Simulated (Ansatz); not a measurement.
Consider C2H7GaO.

The calculation's input:

```
crystal:
  periodic: [false, false, false]
  atoms:
    - { symbol: C, position_ang: [-0.5994, 1.3658, 0.2984] }
    - { symbol: Ga, position_ang: [0.4054, 0.0504, -0.9708] }
    - { symbol: C, position_ang: [0.7704, -0.9238, 0.4675] }
    - { symbol: O, position_ang: [0.1836, -2.0727, 0.1291] }
    - { symbol: H, position_ang: [-0.7378, 1.84, 1.2847] }
    - { symbol: H, position_ang: [-0.2, 2.1746, -0.4004] }
    - { symbol: H, position_ang: [-1.6258, 1.1244, -0.081] }
    - { symbol: H, position_ang: [-0.11, -0.0315, -2.2231] }
    - { symbol: H, position_ang: [0.87527, -2.7468, 0.34654] }
    - { symbol: H, position_ang: [1.7064, -0.8255, -0.1351] }
    - { symbol: H, position_ang: [-0.843, -1.7919, 0.0631] }
basis:
  gaussian: { orbitals: def2-SVP }
hamiltonian:
  xc: b3lyp
relax:
  f_tol: 0.02
  max_steps: 50
output:
  orbitals: {}
```

Run with:

```sh
ansatz run input.yaml --threads 2 --pin off --max-ram 3072MiB --backend cpu --events-out ev --progress --plain --runs-dir out
```

The fields are those of the relaxed geometry.

Theory: Ansatz, RKS B3LYP/def2-SVP.

Predict the electron density and electron localisation function between the atoms.

C–O (1.60 Å): the density is about 1.2 e/Å³ at the midpoint, with its minimum of 0.97 e/Å³ about 0.6 Å from C; the ELF peaks at about 0.90 between the atoms (a shared but strongly polarised pair).
C–Ga (1.86 Å): the density is about 0.9 e/Å³ at the midpoint; the ELF peaks at about 0.90 in the valence shell of C, 0.7 Å from its nucleus, and is about 0.45 at the midpoint.
C–Ga (1.97 Å): ρ is about 0.78 e/Å³ halfway; the ELF peaks at about 0.90 in the valence shell of C, 0.7 Å from its nucleus, and is about 0.60 at the midpoint.
C–H (1.09 Å): ρ is about 1.9 e/Å³ halfway; the ELF climbs to about 1 towards the hydrogen, as it does in any bond to H (an ordinary covalent bond to hydrogen).

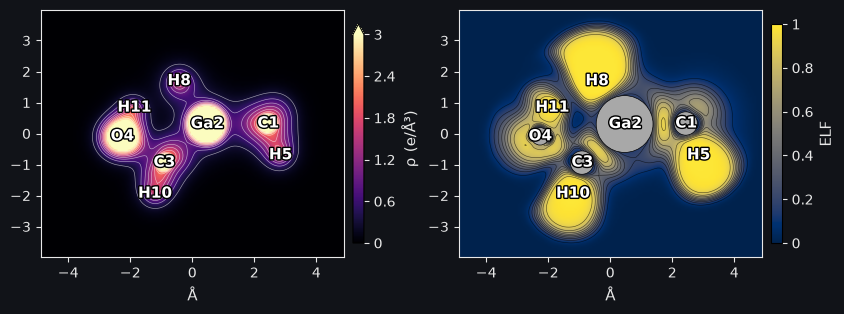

Computed electron density and electron localisation function on the plane of atoms Ga2, C1 and H5, in this order. Grey discs cover the atomic cores in the ELF map. 
